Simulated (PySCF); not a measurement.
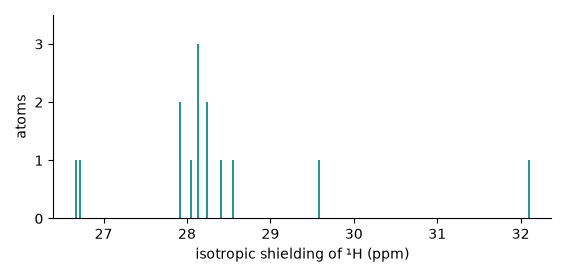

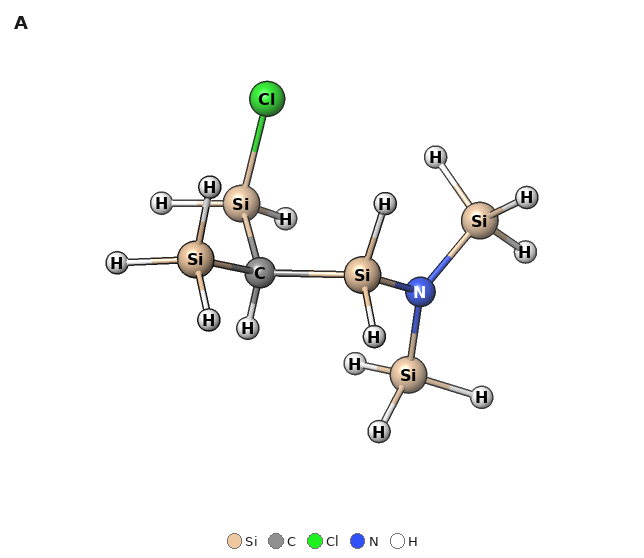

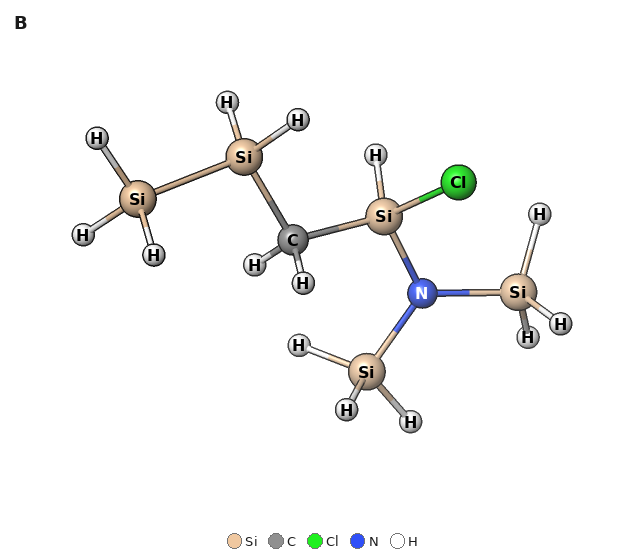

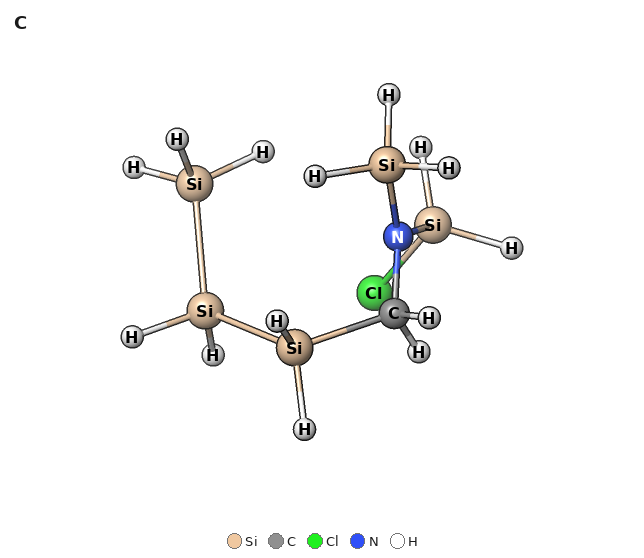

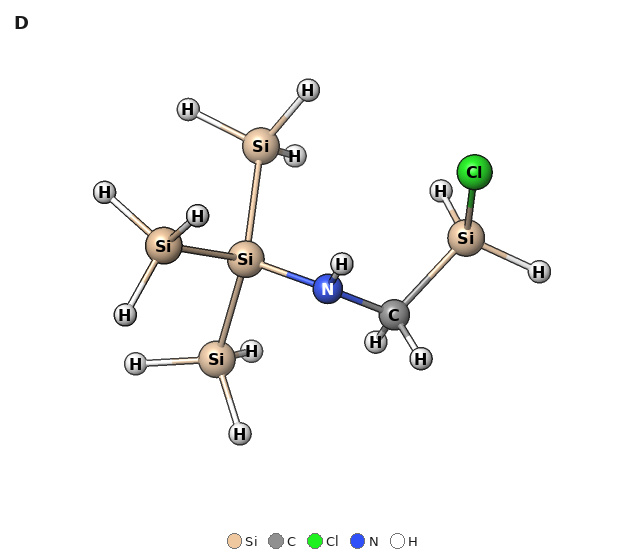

The sticks are computed shieldings of one of the molecules, for one fixed geometry (GFN2-xTB) without averaging over rotations. Low shielding means a high chemical shift. Method: GIAO PBE0/pcSseg-1 NMR shielding, non-relativistic, gas phase (PySCF 2.14.0).

Match the spectrum to a structure.

Answer. D, `[SiH3][Si]([SiH3])([SiH3])NC[SiH2]Cl`. Its 14 H atoms give lines at 26.67, 26.72, 27.92 (2 atoms), 28.05, 28.13 (3 atoms), 28.25 (2 atoms), 28.40, 28.55, 29.58, 32.10 ppm.

The geometry is semi-empirical. Around Si such bond lengths and angles can be off by a tenth of an ångström or more and by several degrees, and values that hang on the shape move with them.
